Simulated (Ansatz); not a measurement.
## Single-point calculation, with input and output: AlSiNH$_{3}$Br

- system: AlSiNH$_{3}$Br, SMILES Br[SiH]1[NH][AlH]1
- method: RKS PBE0-D4/def2-TZVPP (Ansatz 0.2.0)

The geometry comes from this level: PBE0-D4/def2-TZVP.

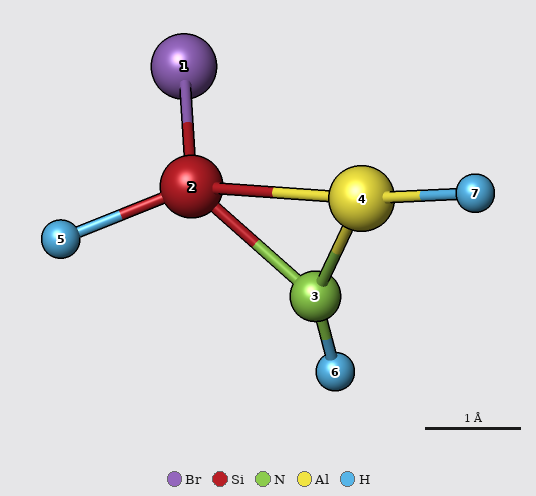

The structure as given in the input (ball-and-stick view, seen at a tilt; atoms are numbered from 1 in the order of the input). Sticks mark near contacts.

Results in brief

```json
{"quantity": "outcome", "value": "converged"}
{"quantity": "total energy", "value": "−86046.2562 eV"}
{"quantity": "mean-field energy", "value": "−86046.0944 eV"}
{"quantity": "dispersion energy", "value": "−0.1618 eV"}
{"quantity": "SCF solution under orbital rotations", "value": "stable"}
{"quantity": "HOMO", "value": "−6.68 eV"}
{"quantity": "LUMO", "value": "−1.39 eV"}
{"quantity": "hardware", "value": "2 threads of Intel Xeon, 11 GiB of memory available, shared host"}
{"quantity": "wall time", "value": "3.3 s (CPU time 6.3 s)"}
{"quantity": "peak memory", "value": "0.62 GiB"}
```

Input file
```yaml
crystal:
  periodic: [false, false, false]
  atoms:
    - {symbol: Br, position_ang: [-1.623406, -2.028094, 1.089614]}
    - {symbol: Si, position_ang: [-0.884139, -0.024976, 0.395719]}
    - {symbol: N, position_ang: [0.848922, 0.140535, 0.312626]}
    - {symbol: Al, position_ang: [0.473409, 0.317985, -1.420623]}
    - {symbol: H, position_ang: [-1.595422, 0.915980, 1.300058]}
    - {symbol: H, position_ang: [1.554815, 0.093745, 1.033217]}
    - {symbol: H, position_ang: [1.287019, 0.516724, -2.756313]}
basis:
  gaussian: {orbitals: def2-TZVPP}
hamiltonian: {xc: pbe0, dispersion: d4}
output: {orbitals: {seedname: orbitals}}
```

Launched with:
```bash
ansatz run in.yaml --threads 2 --pin off --events-out ev --progress --plain --max-ram 4352MiB
```

The program's output
```
Functional definition: PBE0
  name "PBE0"
  cite "Adamo & Barone, J. Chem. Phys. 110, 6158 (1999) doi:10.1063/1.478522"
  cite "Perdew, Burke & Ernzerhof, Phys. Rev. Lett. 77, 3865 (1996) doi:10.1103/PhysRevLett.77.3865"
  parent pbe
  parameter a = 0.25
  parameter kappa = 0.804
  parameter beta = 0.06672455060314922
  exchange = (1 - a)*pbe_x(kappa = kappa, mu = beta*pi^2/3) + a*exact_x
  correlation = pbe_c(beta = beta)
1336 factors; their error is unknown
mean field evaluation 1: about -86036.4225 eV, gradient 6.8e1 eV
mean field evaluation 2: about -85996.5699 eV, gradient 1.3e2 eV
mean field evaluation 4: about -86045.5609 eV, gradient 5.3e0 eV
mean field evaluation 8: about -86045.6327 eV, gradient 1.2e-1 eV
mean field evaluation 16: about -86046.0944 eV, gradient 2.4e-4 eV
mean field -86046.09436471 eV, -3162.1356437655 hartree, gradient 6.3e-5 eV, S^2 0.000000; 0 other end points of the search recorded, 0 dependent functions left out
reference -86046.09439727 eV, -3162.1356449622 hartree; 36, 36 occupied and 169, 169 virtual orbitals, 1336 factors
Total energy: -86046.25624054 eV, -3162.1415925925 hartree
```

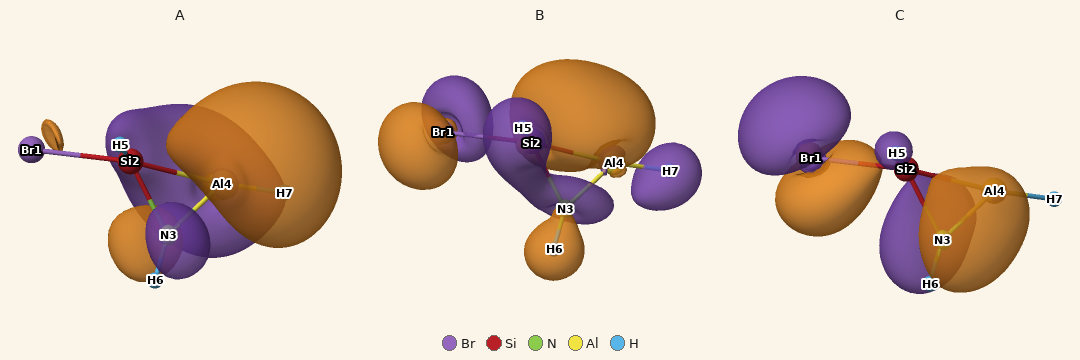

Three frontier orbitals at ±0.08 Å⁻³ᐟ² (orange and purple are the two phases). C is the HOMO−1 (−7.98 eV). B is the HOMO (−6.68 eV). By Hirshfeld shares it lies mainly on Si2 (35 %), Al4 (30 %) and Br1 (20 %). A is the LUMO (−1.39 eV). By Hirshfeld shares it lies mainly on Al4 (70 %), Si2 (10 %) and N3 (10 %). The HOMO–LUMO gap is 5.29 eV between the orbital energies.

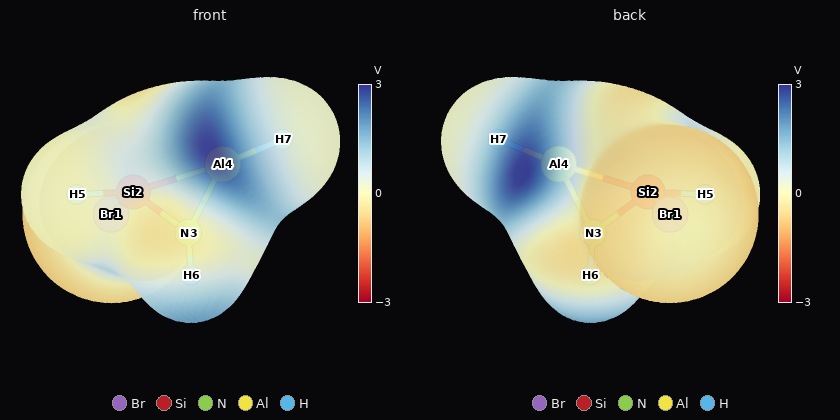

The electrostatic potential painted on the density surface at 0.002 e/bohr³, seen at a tilt and from behind; red is negative and blue positive. A positive charge is drawn to the negative regions and a negative charge to the positive ones.

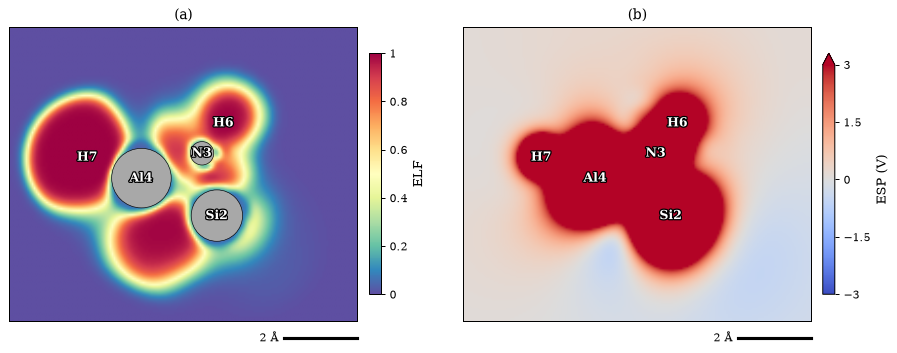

(a) electron localisation function; (b) electrostatic potential on the plane of atoms N3, Si2 and Al4. Grey discs, where drawn, cover atomic cores. Al–N (1.78 Å): the ELF peaks at about 0.85 in the valence shell of N, 0.6 Å from its nucleus, and is about 0.55 at the midpoint. Al–Si (2.29 Å): the ELF peaks at about 0.55 in the valence shell of Si, 1.0 Å from its nucleus, and is about 0.50 at the midpoint. Al–H (1.58 Å): the ELF climbs to about 1 towards the hydrogen.

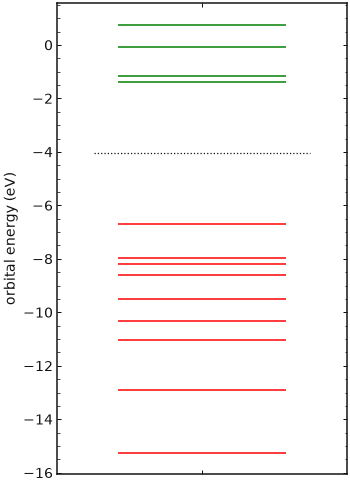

Orbital energies near the frontier; the dotted line parts filled from empty levels, and levels within 0.02 eV of each other stand side by side. Highest filled −6.68 eV, lowest empty −1.39 eV, 5.29 eV apart.
